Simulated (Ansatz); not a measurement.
**Geometry relaxation of SiNH2Cl3**

SiNH2Cl3, computed with RKS B3LYP-D4/6-31G (Ansatz 0.2.0).

It belongs to a series of runs on one base structure; here: start relaxed. Figures and captions count atoms from 1; the log counts them from 0 in places.

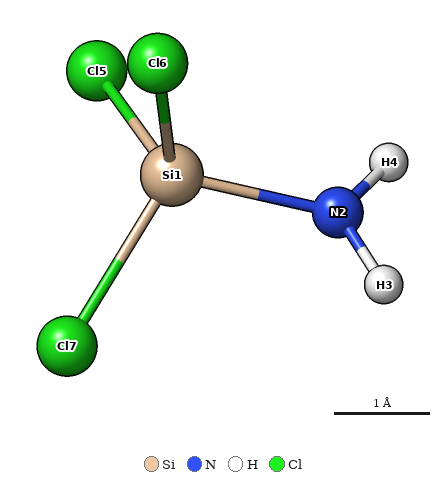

Figure 1. The starting structure (ball-and-stick view, seen at a tilt; atoms are numbered from 1 in the order of the input).

The input:
```yaml
crystal:
  periodic: [false, false, false]
  atoms:
    - { symbol: Si, position_ang: [0.0, 0.0, 0.0] }
    - { symbol: "N", position_ang: [0.0, 0.0, 1.82] }
    - { symbol: H, position_ang: [-0.877, -0.2713, 2.35] }
    - { symbol: H, position_ang: [0.877, 0.2713, 2.35] }
    - { symbol: Cl, position_ang: [2.0086, 0.0, -0.7093] }
    - { symbol: Cl, position_ang: [-1.0032, 1.7381, -0.7093] }
    - { symbol: Cl, position_ang: [-1.0032, -1.7381, -0.7093] }
basis:
  gaussian: { orbitals: "6-31G" }
hamiltonian:
  xc: b3lyp
  dispersion: d4
relax:
  f_tol: 0.02
  max_steps: 40
```

Machine: 1 thread of Intel Xeon @ 2.90GHz (Ice Lake), 16 GiB of memory available, shared host.

Launched with:
```bash
ansatz run input.yaml --threads 1 --pin off --max-ram 2048MiB --backend cpu --events-out ev --progress --plain --runs-dir out
```

Output:
```
The last accepted step is kept in [file] (removed where the run ends without a failure and the disk answers)
Engine: ansatz 0.2.0, x86_64-unknown-linux-gnu
Functional definition: B3LYP
  parameter a0 = 0.2
  parameter ax = 0.72
  parameter ac = 0.81
  exchange = (1 - a0 - ax)*slater_x + ax*b88_x + a0*exact_x
  correlation = (1 - ac)*vwn_rpa_c + ac*lyp_c
808 factors; integrals over basis functions are off by at most 1.7e-4 eV
mean field evaluation 1: about -46962.4549 eV, gradient 5.4e1 eV
mean field evaluation 2: about -46947.5389 eV, gradient 9.1e1 eV
mean field evaluation 4: about -46968.9001 eV, gradient 4.8e0 eV
mean field evaluation 8: about -46968.9715 eV, gradient 1.2e-2 eV
mean field -46968.97151038 eV, -1726.0778662940 hartree, gradient 7.7e-5 eV, S^2 0.000000; 0 other end points of the search recorded, 0 dependent functions left out
the calculation of the forces begins
reference -46968.97176210 eV, -1726.0778755445 hartree; 37, 37 occupied and 28, 28 virtual orbitals, 808 factors
relax step   1: F+E_penalty+E_count = -46969.39630847 eV  Δ(F+E_penalty+E_count) = +0.000e0 eV  max|allowed force component| = 2.810e0 eV/Å  Δτ_max = 0.0000 Å  (22 SCF iters, accepted)
these checks for a lower state are left out or cut short: starts, cluster_reference, orbital_swaps, neighbouring_geometries, increment
808 factors; integrals over basis functions are off by at most 1.6e-4 eV
mean field evaluation 16: about -46969.2014 eV, gradient 1.5e-1 eV
mean field -46969.20157692 eV, -1726.0863210835 hartree, gradient 2.3e-5 eV, S^2 0.000000; 0 other end points of the search recorded, 0 dependent functions left out
the calculation of the forces begins
reference -46969.20182887 eV, -1726.0863303424 hartree; 37, 37 occupied and 28, 28 virtual orbitals, 808 factors
relax step   2: F+E_penalty+E_count = -46969.62538229 eV  Δ(F+E_penalty+E_count) = -2.291e-1 eV  max|allowed force component| = 1.227e0 eV/Å  Δτ_max = 0.0912 Å  (27 SCF iters, accepted)
these checks for a lower state are left out or cut short: starts, cluster_reference, orbital_swaps, neighbouring_geometries, increment
808 factors; integrals over basis functions are off by at most 1.6e-4 eV
mean field -46969.25042093 eV, -1726.0881160679 hartree, gradient 1.9e-5 eV, S^2 0.000000; 0 other end points of the search recorded, 0 dependent functions left out
the calculation of the forces begins
reference -46969.25067164 eV, -1726.0881252811 hartree; 37, 37 occupied and 28, 28 virtual orbitals, 808 factors
relax step   3: F+E_penalty+E_count = -46969.67469835 eV  Δ(F+E_penalty+E_count) = -4.932e-2 eV  max|allowed force component| = 2.880e-1 eV/Å  Δτ_max = 0.0646 Å  (26 SCF iters, accepted)
these checks for a lower state are left out or cut short: starts, cluster_reference, orbital_swaps, neighbouring_geometries, increment
808 factors; integrals over basis functions are off by at most 1.6e-4 eV
mean field evaluation 32: about -46969.2534 eV, gradient 1.3e-4 eV
mean field -46969.25335331 eV, -1726.0882238307 hartree, gradient 2.4e-5 eV, S^2 0.000000; 0 other end points of the search recorded, 0 dependent functions left out
the calculation of the forces begins
reference -46969.25360389 eV, -1726.0882330394 hartree; 37, 37 occupied and 28, 28 virtual orbitals, 808 factors
relax step   4: F+E_penalty+E_count = -46969.67853280 eV  Δ(F+E_penalty+E_count) = -3.834e-3 eV  max|allowed force component| = 8.749e-2 eV/Å  Δτ_max = 0.0221 Å  (25 SCF iters, accepted)
these checks for a lower state are left out or cut short: starts, cluster_reference, orbital_swaps, neighbouring_geometries, increment
808 factors; integrals over basis functions are off by at most 1.6e-4 eV
mean field -46969.25330665 eV, -1726.0882221159 hartree, gradient 1.3e-5 eV, S^2 0.000000; 0 other end points of the search recorded, 0 dependent functions left out
the calculation of the forces begins
reference -46969.25355702 eV, -1726.0882313171 hartree; 37, 37 occupied and 28, 28 virtual orbitals, 808 factors
relax step   5: F+E_penalty+E_count = -46969.67900133 eV  Δ(F+E_penalty+E_count) = -4.685e-4 eV  max|allowed force component| = 1.788e-2 eV/Å  Δτ_max = 0.0076 Å  (22 SCF iters, accepted)
```

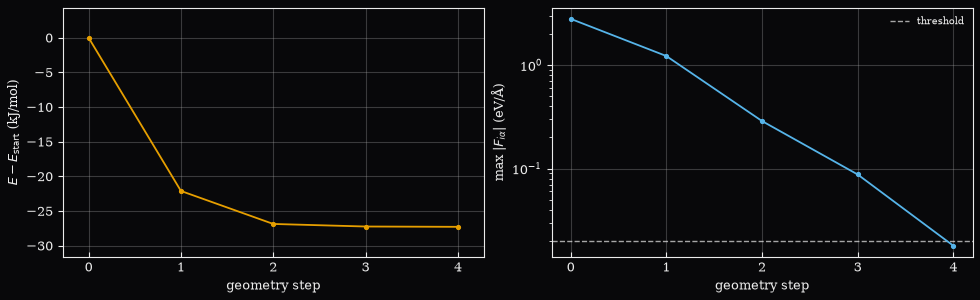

Figure 2. Progress of the relaxation, step by step (the first geometry is step 0 here and step 1 in the log).

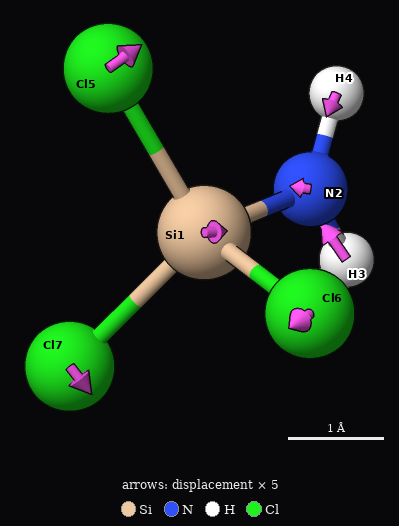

Figure 3. The starting structure with the displacements as pink arrows, magnified 5 times (ball-and-stick view, seen at a tilt). The two geometries are laid on each other by the best rigid fit. The energy falls by 27.3 kJ/mol in 4 geometry steps. Largest force component: 2.8 eV/Å at the start, 0.018 eV/Å at the end. H3 moves most after the best rigid fit: 0.10 Å. By element the largest moves are H 0.10 Å, Cl 0.10 Å, Si 0.07 Å, N 0.05 Å. Distances before and after: Si1–N2 1.820 → 1.725 Å, N2–H3 1.060 → 1.010 Å, Si1–Cl6 2.128 → 2.175 Å, Si1–Cl5 2.130 → 2.161 Å. Among the angles that change: N2–Si1–Cl6 109.5° → 114.9°, H3–N2–H4 120.0° → 115.7°, Cl6–Si1–Cl7 109.5° → 105.9°. (Atoms are counted from 1 in the order of the input.)

```
808 factors; integrals over basis functions are off by at most 1.6e-4 eV
mean field -46969.25330665 eV, -1726.0882221159 hartree, gradient 1.3e-5 eV, S^2 0.000000; 1 other end points of the search recorded, 0 dependent functions left out
the calculation of the forces begins
reference -46969.25355702 eV, -1726.0882313171 hartree; 37, 37 occupied and 28, 28 virtual orbitals, 808 factors
Total energy: -46969.67925171 eV, -1726.1038753083 hartree
Atom 0 at    -0.014566     0.011020     0.062736 Å, force     0.008025     0.008241    -0.007457 eV/Å
Atom 1 at     0.020789    -0.027060     1.786526 Å, force    -0.017879    -0.005976    -0.007821 eV/Å
Atom 2 at    -0.780925    -0.300532     2.336199 Å, force     0.013066    -0.001035     0.016992 eV/Å
Atom 3 at     0.835037     0.256784     2.311891 Å, force    -0.006153     0.003074    -0.005503 eV/Å
Atom 4 at     2.034214     0.039722    -0.625445 Å, force    -0.001860     0.001748     0.001208 eV/Å
Atom 5 at    -1.015927     1.741303    -0.793898 Å, force     0.007500    -0.008325     0.002678 eV/Å
Atom 6 at    -1.076422    -1.721236    -0.685909 Å, force    -0.002700     0.002272    -0.000097 eV/Å
Dipole moment:     0.007459    -0.005331     0.775129 e Å
```

Trajectory as extended XYZ (Å, eV, eV/Å), 5 frames, from step=1 to step=5:
```
7
Properties=species:S:1:pos:R:3:forces:R:3 step=1 energy=-46969.39631
Si    0.0000    0.0000    0.0000    0.0377  -0.0090   2.8103
N     0.0000    0.0000    1.8200    0.1750  -0.1235  -0.4635
H    -0.8770   -0.2713    2.3500    1.8182   0.5669  -0.8068
H     0.8770    0.2713    2.3500   -1.8246  -0.5597  -0.8087
Cl    2.0086    0.0000   -0.7093    0.4488   0.0496  -0.0937
Cl   -1.0032    1.7381   -0.7093   -0.3206   0.4851  -0.4039
Cl   -1.0032   -1.7381   -0.7093   -0.3345  -0.4096  -0.2337
7
Properties=species:S:1:pos:R:3:forces:R:3 step=2 energy=-46969.62538
Si   -0.0163    0.0082    0.0408    0.1499  -0.2420   1.2268
N     0.0412   -0.0807    1.8099   -0.2296   0.3771  -0.6436
H    -0.8170   -0.2455    2.3460    0.6481   0.0479  -0.2157
H     0.8530    0.2719    2.3256   -0.5314  -0.2846  -0.2518
Cl    2.0283    0.0323   -0.6380    0.0769   0.0335  -0.0407
Cl   -1.0286    1.7383   -0.7779   -0.0514   0.1087  -0.0371
Cl   -1.0583   -1.7244   -0.7142   -0.0624  -0.0407  -0.0380
7
Properties=species:S:1:pos:R:3:forces:R:3 step=3 energy=-46969.67470
Si   -0.0157    0.0010    0.0635   -0.0044   0.1390  -0.0255
N     0.0271   -0.0211    1.7909   -0.2880  -0.1517  -0.1326
H    -0.7751   -0.2946    2.3441    0.0835   0.0387  -0.0311
H     0.8430    0.2514    2.3134    0.1300   0.0518   0.0417
Cl    2.0438    0.0496   -0.6104   -0.0917  -0.0313   0.0029
Cl   -1.0251    1.7348   -0.8055    0.0783  -0.1125   0.0687
Cl   -1.0958   -1.7210   -0.7039    0.0923   0.0659   0.0759
7
Properties=species:S:1:pos:R:3:forces:R:3 step=4 energy=-46969.67853
Si   -0.0150    0.0093    0.0626    0.0112   0.0344  -0.0080
N     0.0234   -0.0286    1.7877   -0.0875  -0.0179  -0.0486
H    -0.7821   -0.2932    2.3374    0.0386   0.0040   0.0076
H     0.8384    0.2515    2.3128    0.0183   0.0084   0.0006
Cl    2.0371    0.0424   -0.6222   -0.0352  -0.0027   0.0045
Cl   -1.0207    1.7412   -0.7967    0.0354  -0.0531   0.0291
Cl   -1.0790   -1.7228   -0.6896    0.0192   0.0267   0.0147
7
Properties=species:S:1:pos:R:3:forces:R:3 step=5 energy=-46969.67900
Si   -0.0146    0.0110    0.0627    0.0080   0.0082  -0.0075
N     0.0208   -0.0271    1.7865   -0.0179  -0.0060  -0.0078
H    -0.7809   -0.3005    2.3362    0.0131  -0.0010   0.0170
H     0.8350    0.2568    2.3119   -0.0062   0.0031  -0.0055
Cl    2.0342    0.0397   -0.6254   -0.0019   0.0017   0.0012
Cl   -1.0159    1.7413   -0.7939    0.0075  -0.0083   0.0027
Cl   -1.0764   -1.7212   -0.6859   -0.0027   0.0023  -0.0001
```

Key numbers:

| quantity | value |
| --- | --- |
| outcome | converged |
| total energy | −46969.6793 eV |
| mean-field energy | −46969.2536 eV |
| largest force (length of the vector) at the end | 0.021 eV/Å |
| wall time | 18 s |
| peak memory | 0.18 GiB |
